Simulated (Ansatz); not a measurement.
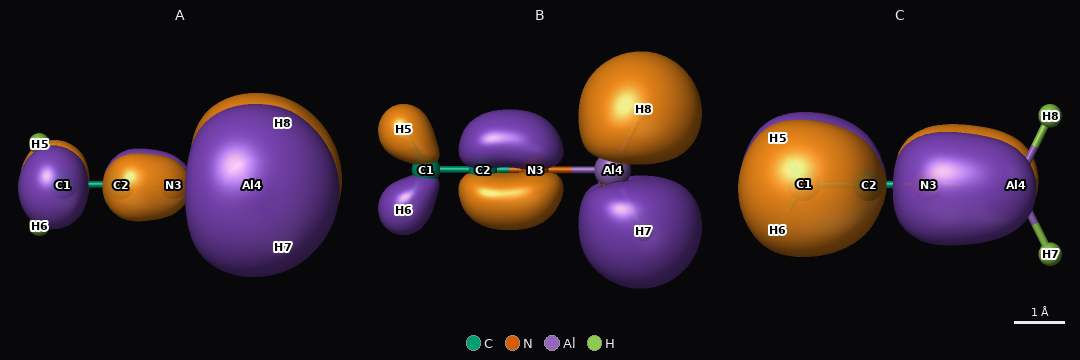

*C₂H₄AlN (SMILES C=C=[N][AlH2]). Three frontier orbitals at ±0.06 Å⁻³ᐟ² (orange and purple are the two phases), in no order.*

All numbers below come from RKS PBE0-D4/cc-pVDZ (Ansatz 0.2.0).

```xyz
8

C    -0.2301    2.0842    0.3675
C    -0.0532    0.7942    0.1369
N     0.1081   -0.3822   -0.0733
Al    0.3444   -2.1347   -0.3882
H    -0.5892    2.7338   -0.4297
H    -0.0167    2.4934    1.3541
H     0.8700   -3.0023    0.8282
H     0.0037   -2.6367   -1.8513
```

**Which picture is the HOMO−1, the HOMO and the LUMO?**

B is the HOMO−1 (−8.57 eV). By Hirshfeld shares it lies mainly on Al4 (about 30 %), H8 (about 25 %), H7 (about 25 %), N3 (about 10 %) and C2 (about 5 %); it is symmetric in the molecular plane (an in-plane orbital: σ, lone-pair or in-plane π type). C is the HOMO (−6.08 eV). By Hirshfeld shares it lies mainly on C1 (about 45 %), N3 (about 25 %), C2 (about 15 %) and Al4 (about 10 %); it changes sign across the molecular plane (π type); π-bonding across C1–C2 and N3–Al4; π-antibonding (a node) across C2–N3. A is the LUMO (−1.40 eV). By Hirshfeld shares it lies mainly on Al4 (about 75 %), C1 (about 5 %) and N3 (about 5 %); it changes sign across the molecular plane (π type).

**What is the HOMO–LUMO gap?**

4.68 eV between the orbital energies.
